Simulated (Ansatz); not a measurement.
Run report: BSiH3F, geometry relaxation (part 2 of 2)

The same run, continued: BSiH3F, multiplicity 2; UKS PBE-D4/def2-SVP (Ansatz 0.2.0). 

Geometry of the input (Å):
```
F  -0.7842  -2.6440  0.5752
B  0.0602  0.5485  -0.1760
Si 0.2660  -1.2961  0.6415
H  -0.8949  0.7541  -0.7827
H  0.9784  0.6998  -0.8517
H  0.1203  1.2915  0.6997
```

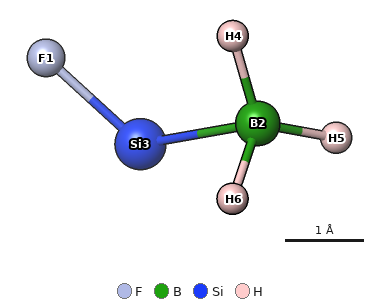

Fig. 1: The geometry at step 15 of the log (ball-and-stick view, seen at a tilt; atoms are numbered from 1 in the order of the input).

Trajectory as extended XYZ, continued:
```
6
Properties=species:S:1:pos:R:3:forces:R:3 step=5 energy=-11305.64169
F    -0.8293   -2.3389    0.4342   -0.0291  -0.0171  -0.0094
B     0.0499    0.5795   -0.1936    0.0617   0.0851   0.0010
Si    0.3336   -1.2008    0.6424    0.0215  -0.0178   0.0187
H    -1.0360    0.4335   -0.7386   -0.0095  -0.0305   0.0064
H     1.0832    0.6169   -0.8677   -0.0303  -0.0042   0.0061
H     0.1444    1.2636    0.8293   -0.0142  -0.0155  -0.0228
6
Properties=species:S:1:pos:R:3:forces:R:3 step=6 energy=-11305.64345
F    -0.8489   -2.3163    0.4153   -0.0049  -0.0092   0.0011
B     0.0617    0.5829   -0.1886    0.0432   0.0111   0.0183
Si    0.3381   -1.2069    0.6469   -0.0042   0.0161  -0.0084
H    -1.0260    0.3868   -0.7155   -0.0196  -0.0105  -0.0069
H     1.0816    0.6296   -0.8779   -0.0066  -0.0040  -0.0035
H     0.1392    1.2778    0.8257   -0.0079  -0.0035  -0.0006
6
Properties=species:S:1:pos:R:3:forces:R:3 step=7 energy=-11305.64345 accepted=F
F    -0.8521   -2.3141    0.4149   -0.0058  -0.0012  -0.0021
B     0.0678    0.5846   -0.1863   -0.0324  -0.0083  -0.0173
Si    0.3375   -1.2071    0.6450    0.0045   0.0019   0.0023
H    -1.0217    0.3807   -0.7117    0.0081  -0.0061   0.0072
H     1.0811    0.6303   -0.8843    0.0074   0.0117   0.0148
H     0.1331    1.2795    0.8284    0.0183   0.0019  -0.0049
6
Properties=species:S:1:pos:R:3:forces:R:3 step=8 energy=-11305.64355
F    -0.8503   -2.3162    0.4151   -0.0013   0.0011  -0.0006
B     0.0642    0.5838   -0.1878    0.0020  -0.0007   0.0007
Si    0.3370   -1.2064    0.6457   -0.0007   0.0014  -0.0009
H    -1.0248    0.3833   -0.7137    0.0023  -0.0028   0.0021
H     1.0818    0.6306   -0.8797   -0.0001   0.0004  -0.0028
H     0.1379    1.2787    0.8263   -0.0023   0.0007   0.0014
6
Properties=species:S:1:pos:R:3:forces:R:3 step=9 energy=-11305.64358
F    -0.8541   -2.3114    0.4132   -0.0010  -0.0012   0.0010
B     0.0665    0.5838   -0.1871    0.0034   0.0002  -0.0033
Si    0.3378   -1.2070    0.6454    0.0004  -0.0007   0.0004
H    -1.0225    0.3749   -0.7102    0.0008   0.0011   0.0004
H     1.0818    0.6338   -0.8820   -0.0032   0.0019   0.0025
H     0.1362    1.2798    0.8266   -0.0003  -0.0013  -0.0011
6
Properties=species:S:1:pos:R:3:forces:R:3 step=10 energy=-11305.64359
F    -0.8557   -2.3110    0.4156    0.0003   0.0017   0.0016
B     0.0673    0.5834   -0.1875    0.0003  -0.0021  -0.0078
Si    0.3383   -1.2080    0.6442   -0.0005   0.0001  -0.0004
H    -1.0215    0.3744   -0.7109    0.0002   0.0001   0.0005
H     1.0821    0.6371   -0.8826   -0.0005   0.0016   0.0021
H     0.1353    1.2780    0.8271    0.0001  -0.0013   0.0039
6
Properties=species:S:1:pos:R:3:forces:R:3 step=11 energy=-11305.64365
F    -0.8583   -2.3081    0.4198   -0.0022   0.0002   0.0028
B     0.0680    0.5834   -0.1892    0.0067  -0.0068  -0.0107
Si    0.3397   -1.2081    0.6416    0.0017  -0.0022   0.0016
H    -1.0205    0.3724   -0.7126   -0.0008   0.0030  -0.0006
H     1.0831    0.6415   -0.8831   -0.0043   0.0065   0.0035
H     0.1337    1.2728    0.8294   -0.0012  -0.0006   0.0034
6
Properties=species:S:1:pos:R:3:forces:R:3 step=12 energy=-11305.64387
F    -0.8650   -2.3039    0.4282    0.0025   0.0060   0.0070
B     0.0711    0.5815   -0.1909    0.0021  -0.0055  -0.0309
Si    0.3424   -1.2115    0.6373   -0.0042  -0.0018  -0.0018
H    -1.0170    0.3688   -0.7152    0.0039   0.0005   0.0036
H     1.0843    0.6536   -0.8856   -0.0051   0.0067   0.0104
H     0.1298    1.2655    0.8321    0.0008  -0.0060   0.0117
6
Properties=species:S:1:pos:R:3:forces:R:3 step=13 energy=-11305.64468
F    -0.8748   -2.2936    0.4446   -0.0017   0.0085   0.0112
B     0.0738    0.5814   -0.1971    0.0272  -0.0231  -0.0389
Si    0.3472   -1.2126    0.6271    0.0018  -0.0120   0.0051
H    -1.0125    0.3612   -0.7212   -0.0043   0.0115  -0.0033
H     1.0880    0.6711   -0.8875   -0.0180   0.0215   0.0148
H     0.1239    1.2464    0.8400   -0.0049  -0.0064   0.0111
6
Properties=species:S:1:pos:R:3:forces:R:3 step=14 energy=-11305.64757
F    -0.8975   -2.2760    0.4762    0.0345   0.0423   0.0267
B     0.0847    0.5744   -0.2039    0.0152  -0.0119  -0.1145
Si    0.3577   -1.2242    0.6110   -0.0392  -0.0246  -0.0075
H    -1.0006    0.3495   -0.7323    0.0172   0.0035   0.0119
H     1.0919    0.7137   -0.8950   -0.0310   0.0188   0.0474
H     0.1095    1.2165    0.8499    0.0034  -0.0282   0.0359
6
Properties=species:S:1:pos:R:3:forces:R:3 step=15 energy=-11305.65732
F    -0.9259   -2.2376    0.5352    0.0761   0.0974   0.0355
B     0.0916    0.5744   -0.2258    0.1082  -0.0475  -0.1126
Si    0.3729   -1.2275    0.5742   -0.0662  -0.0906   0.0204
H    -0.9859    0.3289   -0.7567   -0.0151   0.0437  -0.0121
H     1.1026    0.7701   -0.8959   -0.0858   0.0537   0.0681
H     0.0905    1.1456    0.8749   -0.0171  -0.0567   0.0007
6
Properties=species:S:1:pos:R:3:forces:R:3 step=16 energy=-11305.68093
F    -0.9774   -2.1709    0.6407    0.3695   0.2832   0.0174
B     0.1198    0.5520   -0.2507    0.0802   0.0520  -0.3278
Si    0.4027   -1.2611    0.5218   -0.3684  -0.1867   0.0402
H    -0.9557    0.3140   -0.8014    0.0738   0.0209   0.0362
H     1.1092    0.8882   -0.9022   -0.1804  -0.0290   0.2018
H     0.0471    1.0316    0.8976    0.0252  -0.1404   0.0322
6
Properties=species:S:1:pos:R:3:forces:R:3 step=17 energy=-11305.72480
F    -0.9971   -2.0816    0.7666    0.6664   0.4404  -0.1146
B     0.1194    0.5473   -0.3053    0.2315   0.0409  -0.1007
Si    0.4256   -1.2594    0.4611   -0.6395  -0.3254   0.2226
H    -0.9422    0.3215   -0.8736   -0.0144   0.0951   0.0207
H     1.1184    0.9849   -0.8740   -0.2652  -0.0323   0.2120
H     0.0217    0.8412    0.9311    0.0211  -0.2187  -0.2400
6
Properties=species:S:1:pos:R:3:forces:R:3 step=18 energy=-11305.77565
F    -0.9934   -2.0058    0.8629    0.7359   0.3923  -0.1941
B     0.1250    0.5227   -0.3575    0.0839   0.0310  -0.1926
Si    0.4476   -1.2583    0.4505   -0.7318  -0.3110   0.2638
H    -0.9494    0.3822   -0.9304    0.0739   0.0673   0.0781
H     1.1136    1.0652   -0.8388   -0.2258  -0.0836   0.2177
H     0.0024    0.6479    0.9193    0.0639  -0.0961  -0.1728
6
Properties=species:S:1:pos:R:3:forces:R:3 step=19 energy=-11305.79315
F    -0.9568   -1.9736    0.9467    0.4290   0.2051  -0.1614
B     0.1047    0.5006   -0.4160    0.1615   0.0566  -0.1178
Si    0.4544   -1.2472    0.4486   -0.3962  -0.3181   0.0903
H    -0.9767    0.4845   -0.9882    0.1137   0.0103   0.1473
H     1.1122    1.1008   -0.7719   -0.2378  -0.1522   0.1184
H     0.0080    0.4887    0.8866   -0.0702   0.1984  -0.0768
6
Properties=species:S:1:pos:R:3:forces:R:3 step=20 energy=-11305.74455 accepted=F
F    -0.9478   -1.9748    0.8584   -0.2656  -0.1517   0.1187
B     0.1103    0.5096   -0.4525    0.0420  -0.3141   1.0136
Si    0.4452   -1.2183    0.4588    0.2172   0.2088  -0.0720
H    -1.0158    0.4074   -0.8800   -0.0267   0.1827  -0.4289
H     1.1553    1.0334   -0.7447   -0.0536   0.2164  -0.3566
H    -0.0015    0.5965    0.8659    0.0868  -0.1422  -0.2747
6
Properties=species:S:1:pos:R:3:forces:R:3 step=21 energy=-11305.80623
F    -0.9506   -1.9800    0.9437    0.1163   0.0572  -0.0774
B     0.1139    0.4997   -0.4092   -0.0731  -0.1072   0.0496
Si    0.4439   -1.2649    0.4295   -0.1040   0.0090   0.0631
H    -0.9647    0.4696   -0.9689   -0.0363   0.0211  -0.0219
H     1.1075    1.0859   -0.7613    0.1115   0.0396  -0.0860
H    -0.0042    0.5436    0.8722   -0.0143  -0.0197   0.0725
6
Properties=species:S:1:pos:R:3:forces:R:3 step=22 energy=-11305.79413 accepted=F
F    -0.9425   -2.0148    0.8502    0.0485   0.0374   0.0949
B     0.0970    0.5023   -0.3916    0.0413   0.0248  -0.1590
Si    0.4549   -1.2153    0.5045   -0.0808  -0.2447  -0.0646
H    -0.9874    0.4794   -0.9428    0.0140  -0.0292   0.0132
H     1.1134    1.0132   -0.8055    0.0257   0.1254   0.0481
H     0.0105    0.5891    0.8912   -0.0487   0.0863   0.0674
6
Properties=species:S:1:pos:R:3:forces:R:3 step=23 energy=-11305.80871
F    -0.9495   -1.9905    0.9174    0.0726   0.0339  -0.0171
B     0.1102    0.4978   -0.4046    0.0237   0.0049  -0.0014
Si    0.4481   -1.2534    0.4516   -0.0820  -0.0235   0.0167
H    -0.9718    0.4734   -0.9612   -0.0003  -0.0020  -0.0032
H     1.1123    1.0696   -0.7791   -0.0142  -0.0044   0.0043
H    -0.0035    0.5569    0.8818    0.0002  -0.0089   0.0008
6
Properties=species:S:1:pos:R:3:forces:R:3 step=24 energy=-11305.80888
F    -0.9464   -1.9910    0.9225   -0.0025   0.0027  -0.0009
B     0.1106    0.4981   -0.4055    0.0021  -0.0046  -0.0003
Si    0.4448   -1.2533    0.4486    0.0059  -0.0008  -0.0001
H    -0.9706    0.4766   -0.9636   -0.0049   0.0012  -0.0011
H     1.1126    1.0702   -0.7774   -0.0006   0.0002   0.0025
H    -0.0052    0.5533    0.8813    0.0000   0.0013   0.0000
```

Results in brief:

```csv
quantity,value
outcome,converged
total energy,−11305.8089 eV
mean-field energy,−11305.7200 eV
dispersion energy,−0.0889 eV
⟨S²⟩,0.755
SCF solution under orbital rotations,stable
largest force (length of the vector) at the end,0.006 eV/Å
dipole moment,1.23 D
hardware,"2 threads of Arm Neoverse V1, 23 GiB of memory available, shared host"
wall time,30 s (CPU time 55 s)
peak memory,0.14 GiB
```
